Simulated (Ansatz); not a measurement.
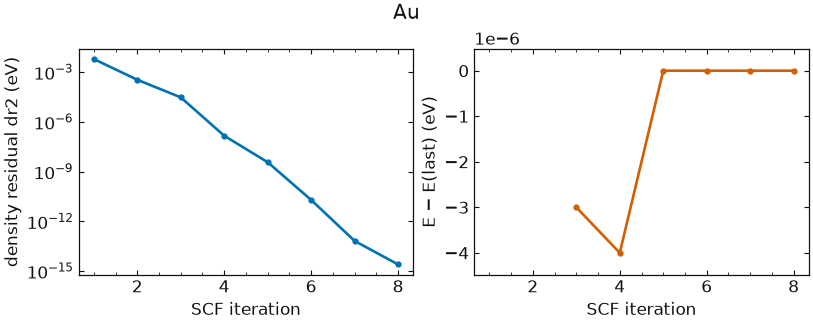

The plot shows the SCF iterations of a calculation: density residual dr2, Harris–Foulkes energy less its last value. The starting density is a sum of atomic densities corrected by a trained network. The first two energies lie far off the scale and aren't drawn.

Au (1 atom in the cell), run with Ansatz.

```
crystal:
  lattice:
    - [0.0, 2.0399988786, 2.0399988786]
    - [2.0399988786, 0.0, 2.0399988786]
    - [2.0399988786, 2.0399988786, 0.0]
  atoms:
    - { symbol: Au, position: [0.0, 0.0, 0.0] }
basis:
  ecutwfc: 420
  ecutrho_ratio: 4
kpoints:
  mp_grid: { grid: [14, 14, 14] }
hamiltonian:
  xc: pbesol
scf:
  occupations: { method: gaussian, width: 0.05 }
  convergence: { dr2_threshold: 1.0e-14 }
  max_iter: 75
output:
  forces: true
  stress: true
```

Launched with:
```bash
ansatz run input.yaml --threads 4 --pin off --max-ram 9216MiB --backend cpu --events-out ev --progress --plain --runs-dir out
```

Was self-consistency reached?

Answer. It converged, after 8 iterations. The residual falls at every step.

Read the residual at the first and at the last step drawn.

Answer. It starts near 6 × 10⁻³ and ends near 2 × 10⁻¹⁵ eV.

Is anything amiss with this input?

Answer. The input holds an odd setting (a threshold meant to be out of reach), but it does no harm here: the energy lies within 1 meV per atom of a run with usual settings.
